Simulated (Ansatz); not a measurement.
# SiHCl (SMILES [SiH]Cl): MP2/Sapporo-DZP (density fitting with def2-universal-jkfit, start density atoms)

What is the adiabatic ionisation energy of SiHCl at MP2/Sapporo-DZP (density fitting with def2-universal-jkfit, start density atoms)? 

Program for the calculation: Ansatz 0.2.0.

15 further runs of the same task are left out: 1 for a known fault of the program, 2 that didn't finish, 12 set aside as unsound or not needed. Runs told in other sessions of the task aren't counted.

**1. The structure to begin with**

SiHCl: 3 atoms, total charge 0, spin state singlet. As SMILES, `[SiH]Cl`. The coordinates come from a PBE0-D4/def2-TZVP relaxation. The run starts from this shape.

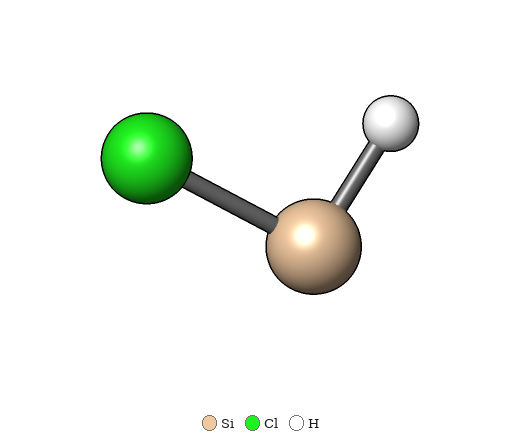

Viewed from a chosen angle; silicon light orange, chlorine green, hydrogen white.

**2. A structure relaxation at MP2/Sapporo-DZP (density fitting with def2-universal-jkfit, start density atoms)**

File job.yaml:

```yaml
crystal:
  periodic: [false, false, false]
  atoms:
    - {symbol: Si, position_ang: [-0.548300, 0.570970, -0.233910]}
    - {symbol: Cl, position_ang: [1.275420, 0.352820, 0.736230]}
    - {symbol: H, position_ang: [-0.727130, -0.923790, -0.502320]}
basis:
  gaussian:
    orbitals: Sapporo-DZP.json
    fitting: {mean_field: def2-universal-jkfit}
correlation:
  method: mp2
relax: {}
output: {orbitals: {seedname: orbitals}}
```

The basis set Sapporo-DZP is read from a file made from the Basis Set Exchange's data (not shown).

Run with:

```console
ansatz run job.yaml --threads 1 --pin off --max-ram 3480MiB --events-out events.jsonl --progress --plain --runs-dir runs
```

Output:

```text
Warning: RAYON_NUM_THREADS=1 ignored (pool sized by the plan → 1); use --threads N
The last accepted step is kept in runs//last_step.txt (removed where the run ends without a failure and the disk answers)
[... 10 lines left out ...]
10 core orbitals not correlated: weight in the atoms' cores, before any rotation towards them, 1.000 or more for the frozen orbitals, at most 0.000 for the correlated occupied ones
[... 17 lines left out ...]
10 core orbitals not correlated: weight in the atoms' cores, before any rotation towards them, 1.000 or more for the frozen orbitals, at most 0.000 for the correlated occupied ones
[... 15 lines left out ...]
10 core orbitals not correlated: weight in the atoms' cores, before any rotation towards them, 1.000 or more for the frozen orbitals, at most 0.000 for the correlated occupied ones
[... 7 lines left out ...]
Dipole moment:    -0.232199    -0.045108    -0.131850 e Å
Checks for a lower state left out: cluster_reference
```

It took 0.68 s on 1 thread of Intel Xeon 6975P-C (Granite Rapids), shared host.

Steps, from the record of the run:

```csv
step,energy from the first frame kept (eV),largest force (eV/Å)
1,0.0000,0.5439
2,-0.0075,0.1172
3,-0.0087,0.0153
4,-0.0087,0.0026
```

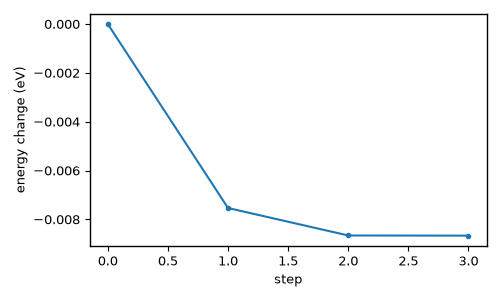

Energy along the run.

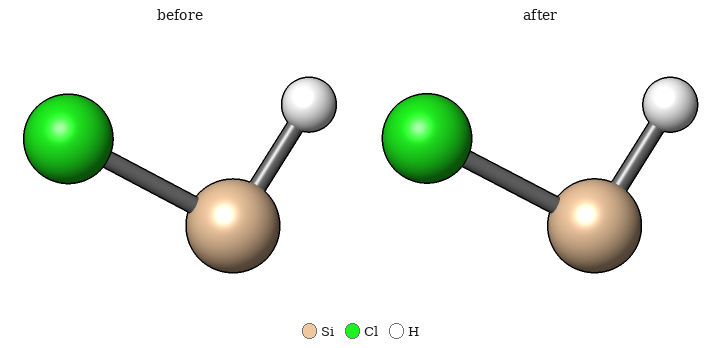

Before and after, at one scale.

After the run. Bond lengths: Si1–Cl2 2.109 Å, Si1–H3 1.525 Å. Angles: Cl2–Si1–H3 94.9°.

**3. The doublet cation, same level**

Changes to job.yaml since step 2:

```diff
@@ -10,2 +10,6 @@
     fitting: {mean_field: def2-universal-jkfit}
+total_charge: 1
+magnetization:
+  spin_polarized: true
+  initial_magnetization: 1
 correlation:
```

The basis set Sapporo-DZP is read from a file made from the Basis Set Exchange's data (not shown).

Run with:

```console
ansatz run job.yaml --threads 1 --pin off --max-ram 3480MiB --events-out events.jsonl --progress --plain --runs-dir runs
```

Output:

```text
Warning: RAYON_NUM_THREADS=1 ignored (pool sized by the plan → 1); use --threads N
[... 1 set-up line as earlier in the session ...]
[... 22 lines left out ...]
10 core orbitals not correlated: weight in the atoms' cores, before any rotation towards them, 1.000 or more for the frozen orbitals, at most 0.000 for the correlated occupied ones
[... 15 lines left out ...]
10 core orbitals not correlated: weight in the atoms' cores, before any rotation towards them, 1.000 or more for the frozen orbitals, at most 0.000 for the correlated occupied ones
[... 16 lines left out ...]
10 core orbitals not correlated: weight in the atoms' cores, before any rotation towards them, 1.000 or more for the frozen orbitals, at most 0.000 for the correlated occupied ones
[... 7 lines left out ...]
Dipole moment:    -0.684236    -0.088546    -0.383458 e Å
Checks for a lower state left out: cluster_reference
```

It took 1.9 s on 1 thread of Intel Xeon 6975P-C (Granite Rapids), shared host.

Steps, from the record of the run:

```csv
step,energy from the first frame kept (eV),largest force (eV/Å)
1,0.0000,2.7353
2,-0.3355,0.8431
3,-0.3603,0.4133
4,-0.3638,0.0330
5,-0.3638,0.0022
```

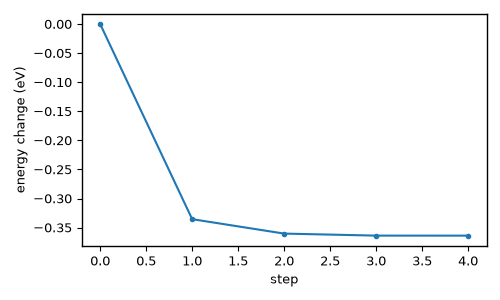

Energy along the run.

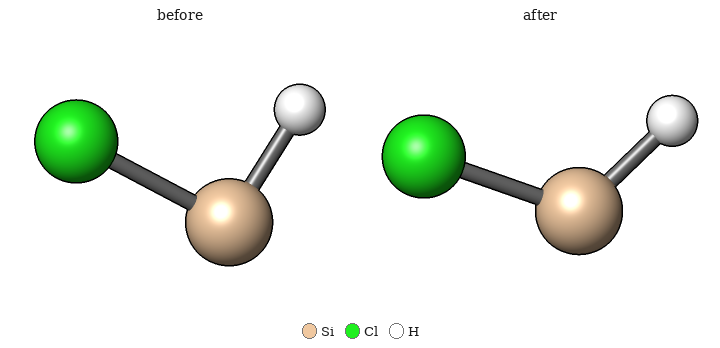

Before and after, at one scale.

After the run. Bond lengths: Si1–Cl2 1.976 Å, Si1–H3 1.500 Å. Angles: Cl2–Si1–H3 117.3°.

**4. Results**

Level: MP2/Sapporo-DZP (density fitting with def2-universal-jkfit, start density atoms), 10 core orbitals frozen.

```
                                                                  quantity          value
                                    singlet SiHCl: total energy at the end  -749.17584 Eh
                         singlet SiHCl: dipole moment (correlated density)         1.30 D
                        singlet SiHCl: HOMO energy (Hartree–Fock orbitals)       -9.55 eV
                        singlet SiHCl: LUMO energy (Hartree–Fock orbitals)        0.11 eV
                      singlet SiHCl: HOMO–LUMO gap (Hartree–Fock orbitals)        9.65 eV
               singlet SiHCl: correlation energy (10 core orbitals frozen)     -220.1 mEh
                                   doublet cation: total energy at the end  -748.85077 Eh
doublet cation: HOMO energy (Hartree–Fock orbitals) (highest over α and β)      -17.77 eV
 doublet cation: LUMO energy (Hartree–Fock orbitals) (lowest over α and β)       -6.86 eV
              doublet cation: correlation energy (10 core orbitals frozen)     -196.1 mEh
                         doublet cation: ⟨S²⟩ of the reference determinant          0.762
   adiabatic ionisation energy (to the doublet cation, no zero-point term)       8.846 eV
```

What this shows: The adiabatic ionisation energy (to the doublet cation, no zero-point term) is 8.85 eV (204 kcal/mol). The restricted solution (singlet SiHCl) is unstable to spin breaking: an unrestricted one lies lower. The optimisation (singlet SiHCl) took 3 steps and changed the energy by -0.009 eV. The optimisation (doublet cation) took 4 steps and changed the energy by -0.364 eV.
